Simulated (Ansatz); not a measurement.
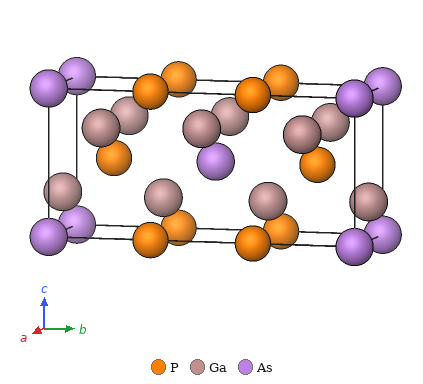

The figure gives a spheres-only picture of the atoms, viewed slightly off an axis. The frame is the conventional unit cell; atoms at its boundary are shown with their periodic copies.

Ga3AsP2, space group Imm2 (No. 44), a = 3.904 Å, b = 11.712 Å, c = 5.522 Å, α = 90.00°, β = 90.00°, γ = 90.00°. The initial geometry was a structure type filled with these elements by a generator (whether the compound takes this form wasn't checked). Earlier steps of the study, as a rule a relaxation of our own, may have changed the cell and positions, so they can lie some per cent off the listed ones. A calculation with Ansatz used it as input.

This one geometry was computed with Ansatz (DFT, plane waves, PAW) at five levels of theory: HSE06, PBE with spin-orbit coupling, PBE0, r2SCAN and PBE. It was relaxed beforehand with r2SCAN.

Which level gives the highest pressure at this volume, and what does that say about its equilibrium volume?

Answer. Highest: PBE with spin-orbit coupling (2.6 GPa) and PBE (2.6 GPa), which points to the largest equilibrium volume. Lowest, with the smallest volume: PBE0 (0.5 GPa) and r2SCAN (0.0 GPa). Levels within 0.5 GPa of each other can't be told apart.

How does the band gap change with the level of theory?

Answer. PBE with spin-orbit coupling: a gap of 1.27 eV, direct; PBE: a gap of 1.31 eV, direct; r2SCAN: a gap of 1.75 eV, indirect; HSE06: a gap of 2.15 eV, indirect; PBE0: a gap of 2.82 eV, indirect.

Collect the results in a table.

Answer.
| level | cutoff (eV) | k-mesh of the run's cell | gap (eV) | pressure (GPa) |
| --- | --- | --- | --- | --- |
| HSE06 | 420 | 4×4×4 | 2.15 | 0.7 |
| PBE with spin-orbit coupling | 420 | 8×8×8 | 1.27 | 2.6 |
| PBE0 | 420 | 4×4×4 | 2.82 | 0.5 |
| r2SCAN | 500 | 8×8×8 | 1.75 | 0.0 |
| PBE | 420 | 8×8×8 | 1.31 | 2.6 |

Gaps are taken on the k-mesh or band path of each run.
